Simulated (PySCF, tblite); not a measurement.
**C₄H₅BO₃S₂: geometry, infrared bands and NMR shifts**

Aim: predict the infrared bands and NMR shifts of C₄H₅BO₃S₂ (`OB(O)c1csc(O)c1S`).

Computed with tblite 0.8.0 and PySCF 2.14.0, with density-fitted response routines of our own, on a single molecule in the gas phase. Atoms count from 0, in the outputs and in this text.

### Step 1. The starting structure

15 atoms, charge 0, multiplicity 1; geometry from: force field or distance geometry start.

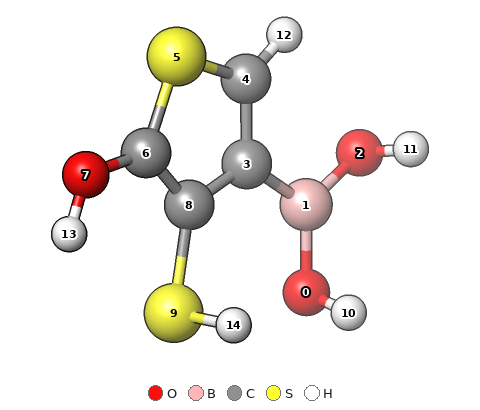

The starting geometry (oxygen red, boron pink, carbon grey, sulfur yellow, hydrogen white), atoms numbered.

### Step 2. Optimising the geometry with GFN2-xTB

Job settings and geometry (Å):

```
{"job": {"kind": "relax", "xc": "GFN2-xTB", "basis": "xTB"}, "charge": 0, "multiplicity": 1}
O     -1.906400    -0.470600    -1.672500
B     -1.778900    -0.247800    -0.243400
O     -2.967700    -0.145500     0.592700
C     -0.352400    -0.142400     0.433200
C     -0.217300     0.072300     1.819200
S      1.414500     0.131800     2.195900
C      1.974300    -0.122400     0.634900
O      3.325500    -0.182600     0.291300
C      0.895100    -0.266800    -0.221200
S      1.087000    -0.559800    -1.978200
H     -1.957000     0.441400    -2.060500
H     -3.195300     0.821900     0.593100
H     -1.031300     0.195200     2.529700
H      3.615400    -0.345100    -0.672200
H      1.090100     0.828500    -2.263900
```

Started as:

```sh
OMP_NUM_THREADS=1 python probes_run.py task.json out
```

This one command runs all jobs of the session in turn.

**Question.** This job is followed by: GFN2-xTB harmonic vibrations, gas phase; GIAO PBE0/pcSseg-1 NMR shielding, non-relativistic, gas phase. Predict these results of the whole session: strongest single infrared mode (GFN2-xTB); zero-point energy (GFN2-xTB); 13C shifts against TMS (PBE0/pcSseg-1); 1H shifts against TMS (PBE0/pcSseg-1, means over atoms taken as alike); 17O shifts against H2O (PBE0/pcSseg-1, means over atoms taken as alike); 11B shifts against BF3·OEt2 (PBE0/pcSseg-1); 33S shifts against CS2 (PBE0/pcSseg-1).

As calculated:

| quantity | value |
| --- | --- |
| strongest single infrared mode (GFN2-xTB) | 585 cm⁻¹, 346 km/mol |
| zero-point energy (GFN2-xTB) | 56.6 kcal/mol |
| 13C shifts against TMS (PBE0/pcSseg-1) | 161.7, 132.8, 132.0, 112.8 ppm |
| 1H shifts against TMS (PBE0/pcSseg-1, means over atoms taken as alike) | 7.28, 6.95, 4.34, 3.47 ppm |
| 17O shifts against H2O (PBE0/pcSseg-1, means over atoms taken as alike) | 114.9, 106.2 ppm |
| 11B shifts against BF3·OEt2 (PBE0/pcSseg-1) | 22.6 ppm |
| 33S shifts against CS2 (PBE0/pcSseg-1) | 203, -99 ppm |

Over 104 steps the energy fell by 1.987 eV; of the close pairs, B1–O2 changed most, 1.457 to 1.353 Å. All 39 modes are real, so the xTB geometry is a minimum. The strongest single mode, at 585 cm⁻¹, is carried by H11, H10, B1. Unscaled tight-binding wavenumbers are off by several per cent, some by more. Its intensities can rank the bands wrongly. At PBE0/pcSseg-1: The widest tensor belongs to S9: span 456 ppm, with a paramagnetic part of -455 ppm. NICS(1)zz of -20 ppm above the planar ring from C3 marks a diatropic (aromatic) ring current.
